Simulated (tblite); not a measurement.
**Geometry relaxation, with input and output: C8H9FOSi (part 1 of 2)**

System: C8H9FOSi, SMILES Cc1ccc([SiH3])c(C(=O)F)c1.
Method: GFN2-xTB geometry optimisation, gas phase (tblite 0.8.0).

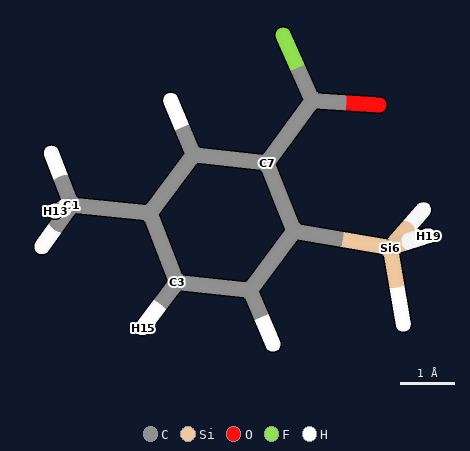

Fig. 1: The input geometry (stick view, seen on its broad side; atoms are numbered from 1 in the order of the input).

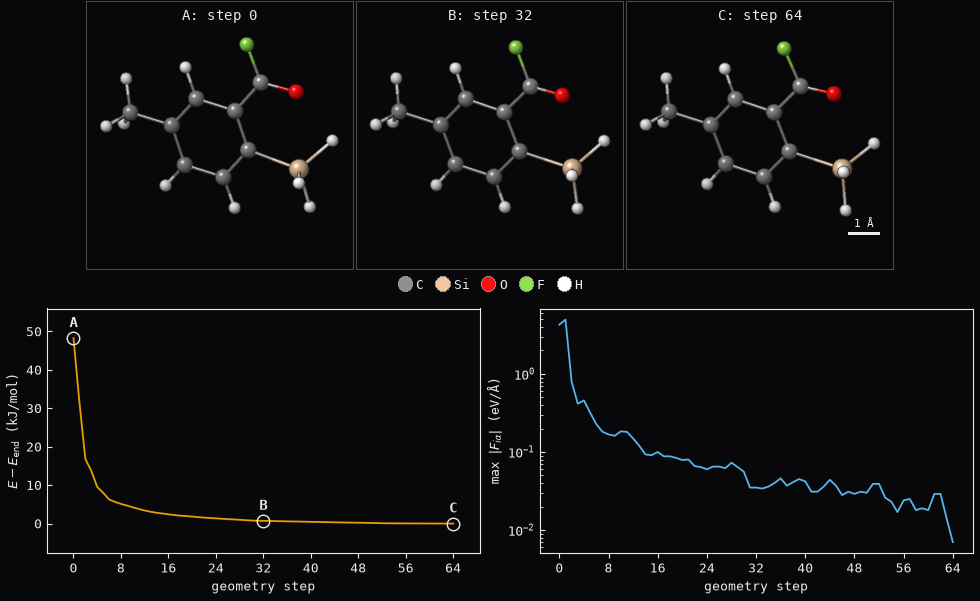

Fig. 2: Frames of the relaxation (ball-and-stick view, seen at a tilt) above the curves, on which the letters mark them (steps are counted from 0).

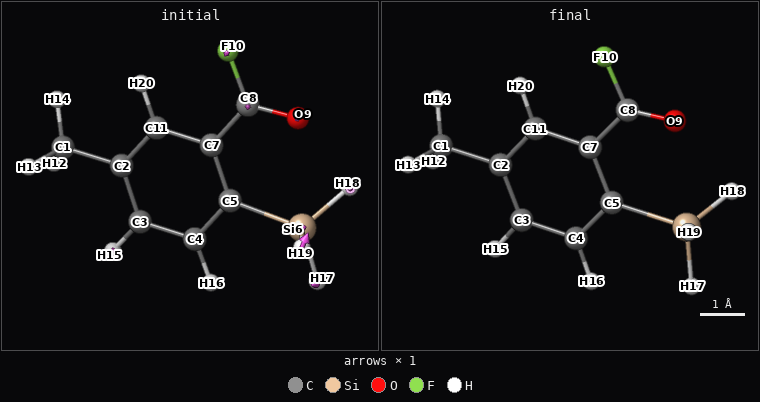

Fig. 3: Before (left) and after (right) the relaxation, at one scale (ball-and-stick view, seen at a tilt). The pink arrows give the displacements, at true length. The energy falls by 48.3 kJ/mol in 64 geometry steps. Largest force component: 4.3 eV/Å at the start, 0.007 eV/Å at the end. The atom that moves furthest after the best rigid fit is H19 (0.40 Å). Largest moves by element: H 0.40 Å, F 0.16 Å, C 0.12 Å, Si 0.11 Å, O 0.10 Å. Distances before and after: C8–O9 1.260 → 1.192 Å, C5–Si6 1.844 → 1.896 Å, C1–H12 1.116 → 1.088 Å, C11–H20 1.107 → 1.080 Å. Among the angles that change: C5–Si6–H17 109.8° → 103.1°, C7–C8–F10 119.7° → 114.0°, C7–C8–O9 122.8° → 127.9°. (Atoms are counted from 1 in the order of the input.)

These pictures come from the run below.

**The input**
```
{"job": {"kind": "relax", "xc": "GFN2-xTB", "basis": "xTB"}, "charge": 0, "multiplicity": 1}
C      3.091000     0.222800    -0.533600
C      1.628200     0.015500    -0.337700
C      1.111300    -1.224000    -0.729400
C     -0.255500    -1.423400    -0.553500
C     -1.049000    -0.439400     0.036800
Si    -2.844400    -0.811500     0.234900
C     -0.524400     0.779500     0.424800
C     -1.348800     1.819200     1.033300
O     -2.586000     1.683500     1.227900
F     -0.785800     2.987400     1.405700
C      0.841700     0.988700     0.238000
H      3.687500    -0.689300    -0.293400
H      3.298000     0.462200    -1.604900
H      3.512100     1.033000     0.102000
H      1.729400    -1.978600    -1.177900
H     -0.694300    -2.386700    -0.842400
H     -3.076600    -2.272300     0.080700
H     -3.354400    -0.502100     1.567900
H     -3.666700    -0.206100    -0.840200
H      1.281400     1.952500     0.558000
```

The first line tells a small driver script what to run in tblite; the rest is the geometry in Å.

Launch command:
```bash
OMP_NUM_THREADS=1 python <driver script> task.json out
```

**The program's output**
```
step      E/eV     max force
  0    -877.00462    4.419
  1    -877.17791    5.135
  2    -877.33061    0.847
  3    -877.36274    0.475
  4    -877.40604    0.494
  5    -877.42162    0.342
  6    -877.43971    0.242
  7    -877.44632    0.203
  8    -877.45184    0.171
  9    -877.45610    0.164
 10    -877.46096    0.190
 11    -877.46541    0.184
 12    -877.46959    0.152
 13    -877.47298    0.129
 14    -877.47555    0.103
 15    -877.47769    0.116
 16    -877.47981    0.123
 17    -877.48177    0.096
 18    -877.48335    0.096
 19    -877.48467    0.088
 20    -877.48599    0.088
 21    -877.48742    0.081
 22    -877.48870    0.074
 23    -877.48974    0.082
 24    -877.49073    0.072
 25    -877.49180    0.071
 26    -877.49279    0.077
 27    -877.49366    0.075
 28    -877.49455    0.098
 29    -877.49559    0.092
 30    -877.49658    0.063
 31    -877.49720    0.041
 32    -877.49750    0.040
 33    -877.49775    0.038
 34    -877.49808    0.049
 35    -877.49844    0.055
 36    -877.49877    0.056
 37    -877.49907    0.046
 38    -877.49939    0.046
 39    -877.49977    0.051
 40    -877.50013    0.045
 41    -877.50043    0.047
 42    -877.50070    0.041
 43    -877.50101    0.045
 44    -877.50136    0.054
 45    -877.50168    0.050
 46    -877.50196    0.040
 47    -877.50221    0.033
 48    -877.50246    0.034
 49    -877.50274    0.035
 50    -877.50309    0.038
 51    -877.50348    0.049
 52    -877.50383    0.047
 53    -877.50404    0.028
 54    -877.50415    0.025
 55    -877.50423    0.024
 56    -877.50432    0.024
 57    -877.50440    0.025
 58    -877.50447    0.018
 59    -877.50452    0.021
 60    -877.50458    0.019
 61    -877.50464    0.030
 62    -877.50470    0.030
 63    -877.50474    0.014
 64    -877.50475    0.010
```

**Trajectory as extended XYZ (Å, eV, eV/Å), 24 of the 65 frames kept, from step=0 to step=64**
```
20
Properties=species:S:1:pos:R:3:forces:R:3 step=0 energy=-877.00462
C     3.0910    0.2228   -0.5336    1.3160   0.1950  -0.1470
C     1.6282    0.0155   -0.3377    0.8660  -0.4040   0.0080
C     1.1113   -1.2240   -0.7294   -1.2010   0.6400   0.2620
C    -0.2555   -1.4234   -0.5535    0.5460  -0.1910   0.0460
C    -1.0490   -0.4394    0.0368   -0.2890  -0.7590  -0.4150
Si   -2.8444   -0.8115    0.2349   -1.9090  -0.2630   0.2490
C    -0.5244    0.7795    0.4248    0.7910   0.8530   0.2300
C    -1.3488    1.8192    1.0333   -4.2810  -1.0250   0.3910
O    -2.5860    1.6835    1.2279    4.0370   0.7440  -0.7310
F    -0.7858    2.9874    1.4057    0.1260  -0.5650  -0.2060
C     0.8417    0.9887    0.2380    0.3980   0.8490   0.2200
H     3.6875   -0.6893   -0.2934   -0.5850   0.5320  -0.2000
H     3.2980    0.4622   -1.6049   -0.1090  -0.0700   0.7740
H     3.5121    1.0330    0.1020   -0.4520  -0.4000  -0.5190
H     1.7294   -1.9786   -1.1779    0.1430  -0.0310  -0.0110
H    -0.6943   -2.3867   -0.8424    0.1080   0.5750   0.1680
H    -3.0766   -2.2723    0.0807    0.2740   0.1720  -0.0650
H    -3.3544   -0.5021    1.5679    0.0560  -0.1870  -0.0220
H    -3.6667   -0.2061   -0.8402    0.3420   0.0380   0.2450
H     1.2814    1.9525    0.5580   -0.1780  -0.7030  -0.2780
20
Properties=species:S:1:pos:R:3:forces:R:3 step=3 energy=-877.36274
C     3.1187    0.2257   -0.5373    0.0330   0.0220   0.0270
C     1.6507    0.0129   -0.3320    0.2790  -0.0490   0.0560
C     1.0990   -1.2078   -0.7274   -0.2050   0.2490   0.0860
C    -0.2547   -1.4250   -0.5471    0.1580   0.2430   0.1460
C    -1.0601   -0.4473    0.0306   -0.3860  -0.0070   0.0140
Si   -2.8947   -0.8209    0.2408   -0.3630  -0.0600   0.1010
C    -0.5091    0.7861    0.4255    0.1110  -0.2080  -0.1090
C    -1.3820    1.7935    1.0271   -0.3230  -0.2440  -0.1000
O    -2.5576    1.6986    1.2200    0.3190   0.1390  -0.1900
F    -0.7801    2.9686    1.3988    0.1650  -0.4160  -0.1590
C     0.8561    0.9982    0.2379    0.0780  -0.0490  -0.0170
H     3.6741   -0.6782   -0.2988   -0.0070  -0.0580  -0.0320
H     3.2976    0.4621   -1.5861    0.1010   0.0780   0.0360
H     3.5010    1.0264    0.0889   -0.0360   0.1080  -0.0780
H     1.7274   -1.9721   -1.1737   -0.0790   0.1660   0.0930
H    -0.6913   -2.3710   -0.8381   -0.0070   0.1160   0.0260
H    -3.0680   -2.2696    0.0781    0.1270  -0.0990  -0.0750
H    -3.3555   -0.5076    1.5727   -0.1140  -0.0950   0.2480
H    -3.6583   -0.2019   -0.8348    0.0230   0.1820  -0.0280
H     1.2817    1.9400    0.5520    0.1260  -0.0190  -0.0460
20
Properties=species:S:1:pos:R:3:forces:R:3 step=6 energy=-877.43971
C     3.1332    0.2280   -0.5359    0.0380   0.0490  -0.0090
C     1.6738    0.0163   -0.3206   -0.1450   0.0510  -0.0440
C     1.0887   -1.1808   -0.7183   -0.1100  -0.0560   0.1010
C    -0.2615   -1.4044   -0.5291    0.0030  -0.0540  -0.0870
C    -1.0990   -0.4496    0.0315    0.0920  -0.0330   0.0440
Si   -2.9451   -0.8283    0.2573    0.1020   0.0660   0.0370
C    -0.5042    0.7623    0.4136   -0.1100   0.0700   0.0320
C    -1.3814    1.7615    1.0034    0.0000   0.0910  -0.0260
O    -2.5562    1.7101    1.1949    0.0180  -0.1260  -0.2060
F    -0.7486    2.9125    1.3770    0.2280  -0.0080  -0.0060
C     0.8660    0.9911    0.2374   -0.1390   0.0590   0.0900
H     3.6758   -0.6852   -0.3032    0.0940   0.0510   0.0080
H     3.3132    0.4736   -1.5821    0.0640   0.0140  -0.0090
H     3.4984    1.0435    0.0797    0.0920   0.0150   0.0160
H     1.7114   -1.9458   -1.1589   -0.0310  -0.0340  -0.0200
H    -0.6865   -2.3471   -0.8324   -0.0160  -0.0910  -0.0320
H    -3.0498   -2.2845    0.0664    0.0130   0.0090  -0.0410
H    -3.3742   -0.5236    1.6094   -0.1040  -0.1150   0.0710
H    -3.6566   -0.1735   -0.8381   -0.0320   0.0810   0.0790
H     1.2974    1.9348    0.5451   -0.0580  -0.0400   0.0020
20
Properties=species:S:1:pos:R:3:forces:R:3 step=8 energy=-877.45184
C     3.1358    0.2308   -0.5355   -0.0340   0.0330  -0.0050
C     1.6686    0.0206   -0.3210    0.0270   0.0200  -0.0040
C     1.0831   -1.1798   -0.7110    0.0520  -0.0090  -0.0120
C    -0.2657   -1.4043   -0.5306   -0.0210  -0.0640  -0.0130
C    -1.1014   -0.4526    0.0345    0.0340   0.0040   0.0280
Si   -2.9459   -0.8251    0.2634   -0.0290   0.0080   0.0200
C    -0.5101    0.7611    0.4129    0.0350  -0.0260   0.0020
C    -1.3792    1.7615    0.9970   -0.0780   0.0280  -0.0140
O    -2.5563    1.7046    1.1769    0.0640   0.0500  -0.1340
F    -0.7284    2.9007    1.3723    0.0420   0.0330   0.0370
C     0.8587    0.9920    0.2425    0.0540  -0.0230  -0.0410
H     3.6831   -0.6845   -0.3031   -0.0100   0.1560  -0.0060
H     3.3208    0.4772   -1.5839    0.0150  -0.0120   0.0830
H     3.5045    1.0492    0.0800    0.0300  -0.0730  -0.0320
H     1.7057   -1.9421   -1.1569   -0.0200  -0.0410  -0.0100
H    -0.6862   -2.3475   -0.8331   -0.0470  -0.1270  -0.0440
H    -3.0456   -2.2875    0.0613    0.0070   0.1240  -0.0230
H    -3.3849   -0.5342    1.6215   -0.0540  -0.1210  -0.0350
H    -3.6591   -0.1622   -0.8343    0.0200   0.0240   0.1680
H     1.2972    1.9326    0.5443   -0.0870   0.0170   0.0330
20
Properties=species:S:1:pos:R:3:forces:R:3 step=11 energy=-877.46541
C     3.1338    0.2385   -0.5351    0.0050  -0.0040   0.0060
C     1.6669    0.0237   -0.3227    0.0400  -0.0890   0.0120
C     1.0803   -1.1809   -0.7060    0.0050  -0.0240  -0.0890
C    -0.2707   -1.4132   -0.5331    0.0240  -0.0130   0.0620
C    -1.1008   -0.4586    0.0402   -0.0180  -0.0580  -0.0320
Si   -2.9473   -0.8199    0.2739    0.0360   0.0070   0.0340
C    -0.5103    0.7565    0.4128    0.0620  -0.0710  -0.0090
C    -1.3763    1.7641    0.9854    0.0910  -0.0540  -0.0430
O    -2.5557    1.7090    1.1399   -0.0180   0.1810  -0.0270
F    -0.7048    2.8915    1.3728   -0.1780  -0.0170   0.0340
C     0.8565    0.9912    0.2428    0.0600  -0.0270  -0.0510
H     3.6908   -0.6656   -0.3027    0.0000  -0.0480   0.0320
H     3.3309    0.4808   -1.5781   -0.0310   0.0360  -0.0580
H     3.5152    1.0486    0.0780   -0.0420   0.0630   0.0420
H     1.6978   -1.9443   -1.1562    0.0320  -0.0310  -0.0050
H    -0.6907   -2.3620   -0.8388    0.0300   0.0610   0.0230
H    -3.0405   -2.2746    0.0518   -0.0140   0.0250  -0.0370
H    -3.4047   -0.5631    1.6309   -0.0230  -0.0530   0.0090
H    -3.6606   -0.1444   -0.8071   -0.0360   0.0700   0.0770
H     1.2850    1.9335    0.5483   -0.0250   0.0460   0.0180
20
Properties=species:S:1:pos:R:3:forces:R:3 step=14 energy=-877.47555
C     3.1360    0.2441   -0.5348    0.0600  -0.0240  -0.0050
C     1.6717    0.0171   -0.3231    0.0010   0.0050  -0.0260
C     1.0796   -1.1845   -0.7118    0.0400  -0.0180   0.0140
C    -0.2700   -1.4222   -0.5285    0.0590   0.0140  -0.0180
C    -1.1007   -0.4682    0.0426    0.0490   0.0180   0.0280
Si   -2.9469   -0.8148    0.2862    0.0140   0.0100  -0.0080
C    -0.5036    0.7445    0.4118   -0.0430   0.0410   0.0190
C    -1.3696    1.7604    0.9713   -0.0620   0.0380   0.0060
O    -2.5536    1.7332    1.1033   -0.0130  -0.0480  -0.0600
F    -0.7053    2.8823    1.3778   -0.0030   0.0250   0.0200
C     0.8613    0.9871    0.2380   -0.0400  -0.0130   0.0450
H     3.6970   -0.6558   -0.2987    0.0280  -0.0780   0.0120
H     3.3344    0.4881   -1.5783   -0.0400   0.0200  -0.0190
H     3.5162    1.0551    0.0805   -0.0930   0.0400   0.0120
H     1.6960   -1.9509   -1.1570    0.0470  -0.0340  -0.0340
H    -0.6909   -2.3676   -0.8405    0.0310   0.0200   0.0300
H    -3.0383   -2.2614    0.0383   -0.0290  -0.0540  -0.0480
H    -3.4237   -0.5937    1.6410    0.0200   0.0160   0.0540
H    -3.6667   -0.1196   -0.7735   -0.0530   0.0840   0.0260
H     1.2719    1.9374    0.5523    0.0260  -0.0640  -0.0480
20
Properties=species:S:1:pos:R:3:forces:R:3 step=17 energy=-877.48177
C     3.1425    0.2435   -0.5348   -0.0730  -0.0020   0.0090
C     1.6753    0.0130   -0.3259    0.0110   0.0100   0.0200
C     1.0873   -1.1903   -0.7152    0.0380  -0.0080   0.0240
C    -0.2619   -1.4247   -0.5267   -0.0120   0.0250   0.0090
C    -1.0945   -0.4727    0.0471   -0.0240   0.0080   0.0100
Si   -2.9444   -0.8113    0.2921   -0.0560  -0.0350  -0.0200
C    -0.5037    0.7428    0.4141    0.0140   0.0180   0.0080
C    -1.3716    1.7636    0.9637   -0.0360   0.0150  -0.0010
O    -2.5576    1.7422    1.0743   -0.0450  -0.0740  -0.0340
F    -0.7103    2.8816    1.3845    0.0180   0.0080   0.0020
C     0.8612    0.9805    0.2392    0.0300  -0.0340  -0.0150
H     3.7038   -0.6599   -0.2949   -0.0120   0.0880  -0.0360
H     3.3303    0.4948   -1.5809    0.0130  -0.0300   0.0680
H     3.5024    1.0640    0.0837   -0.0270  -0.0550  -0.0360
H     1.7024   -1.9594   -1.1623    0.0100   0.0290  -0.0050
H    -0.6858   -2.3677   -0.8367    0.0170  -0.0310   0.0130
H    -3.0421   -2.2596    0.0230   -0.0220   0.0430  -0.0300
H    -3.4296   -0.6088    1.6526    0.0830   0.0170  -0.0300
H    -3.6779   -0.0928   -0.7482    0.0070   0.0240   0.0670
H     1.2690    1.9320    0.5482    0.0650  -0.0180  -0.0240
20
Properties=species:S:1:pos:R:3:forces:R:3 step=19 energy=-877.48467
C     3.1414    0.2429   -0.5342   -0.0540   0.0150   0.0060
C     1.6773    0.0108   -0.3264   -0.0410  -0.0320   0.0390
C     1.0928   -1.1935   -0.7144   -0.0580  -0.0180   0.0090
C    -0.2579   -1.4244   -0.5258   -0.0380  -0.0060   0.0350
C    -1.0927   -0.4736    0.0501   -0.0290  -0.0160  -0.0240
Si   -2.9464   -0.8119    0.2930    0.0220  -0.0010  -0.0100
C    -0.5038    0.7439    0.4160    0.0190  -0.0240  -0.0080
C    -1.3754    1.7663    0.9603    0.0320  -0.0460  -0.0240
O    -2.5626    1.7402    1.0586    0.0080  -0.0030   0.0010
F    -0.7119    2.8823    1.3878   -0.0630  -0.0310  -0.0140
C     0.8622    0.9763    0.2399    0.0050   0.0140  -0.0120
H     3.7065   -0.6569   -0.2956    0.0030   0.0560  -0.0170
H     3.3288    0.4959   -1.5779    0.0260  -0.0170  -0.0020
H     3.4933    1.0647    0.0831    0.0290  -0.0050   0.0120
H     1.7068   -1.9617   -1.1656   -0.0040   0.0400   0.0130
H    -0.6817   -2.3694   -0.8335    0.0210  -0.0020   0.0160
H    -3.0460   -2.2567    0.0134   -0.0260   0.0280  -0.0330
H    -3.4256   -0.6137    1.6564    0.0840   0.0110  -0.0230
H    -3.6832   -0.0781   -0.7321    0.0000   0.0180   0.0390
H     1.2729    1.9272    0.5438    0.0660   0.0170  -0.0030
20
Properties=species:S:1:pos:R:3:forces:R:3 step=22 energy=-877.48870
C     3.1345    0.2448   -0.5329    0.0660   0.0160  -0.0080
C     1.6750    0.0041   -0.3223    0.0000   0.0210  -0.0070
C     1.0926   -1.1991   -0.7113   -0.0370   0.0170   0.0140
C    -0.2577   -1.4271   -0.5202   -0.0020  -0.0560   0.0030
C    -1.0932   -0.4757    0.0514    0.0270  -0.0070  -0.0190
Si   -2.9460   -0.8117    0.2927    0.0400   0.0450  -0.0090
C    -0.5020    0.7415    0.4169   -0.0060  -0.0040  -0.0190
C    -1.3783    1.7634    0.9522   -0.0050  -0.0270  -0.0070
O    -2.5669    1.7366    1.0362    0.0200  -0.0050   0.0160
F    -0.7223    2.8785    1.3901   -0.0330  -0.0170  -0.0190
C     0.8638    0.9734    0.2403   -0.0170   0.0290   0.0240
H     3.7111   -0.6458   -0.2980    0.0160  -0.0460   0.0310
H     3.3298    0.4955   -1.5745   -0.0230   0.0200  -0.0500
H     3.4850    1.0659    0.0842    0.0260   0.0420   0.0310
H     1.7115   -1.9596   -1.1680   -0.0320  -0.0020   0.0210
H    -0.6745   -2.3736   -0.8269   -0.0430  -0.0450   0.0030
H    -3.0555   -2.2491   -0.0057   -0.0270  -0.0100  -0.0370
H    -3.4076   -0.6195    1.6599    0.0610   0.0020   0.0420
H    -3.6911   -0.0542   -0.7043   -0.0220   0.0210  -0.0220
H     1.2867    1.9223    0.5373   -0.0090   0.0050   0.0100
20
Properties=species:S:1:pos:R:3:forces:R:3 step=25 energy=-877.49180
C     3.1362    0.2478   -0.5327    0.0030  -0.0110   0.0040
C     1.6740    0.0025   -0.3199    0.0500   0.0250  -0.0200
C     1.0897   -1.2012   -0.7074    0.0650   0.0120   0.0000
C    -0.2585   -1.4360   -0.5154    0.0180   0.0060  -0.0150
C    -1.0905   -0.4785    0.0491   -0.0050  -0.0070  -0.0010
Si   -2.9414   -0.8062    0.2905   -0.0600  -0.0020   0.0010
C    -0.5007    0.7393    0.4146    0.0050   0.0040  -0.0140
C    -1.3809    1.7579    0.9459   -0.0230   0.0180   0.0040
O    -2.5696    1.7313    1.0242   -0.0470  -0.0480   0.0120
F    -0.7351    2.8747    1.3891    0.0440   0.0160  -0.0120
C     0.8646    0.9739    0.2425    0.0330  -0.0250  -0.0150
H     3.7156   -0.6427   -0.2960   -0.0150   0.0080   0.0090
H     3.3269    0.4975   -1.5777   -0.0190   0.0130   0.0370
H     3.4827    1.0712    0.0882    0.0070  -0.0200  -0.0420
H     1.7103   -1.9580   -1.1662   -0.0120  -0.0310   0.0160
H    -0.6754   -2.3834   -0.8211   -0.0290  -0.0190   0.0130
H    -3.0670   -2.2429   -0.0247   -0.0120   0.0580  -0.0160
H    -3.3823   -0.6221    1.6669    0.0570  -0.0160   0.0230
H    -3.6994   -0.0350   -0.6876    0.0010   0.0010  -0.0160
H     1.2958    1.9205    0.5345   -0.0610   0.0180   0.0310
```
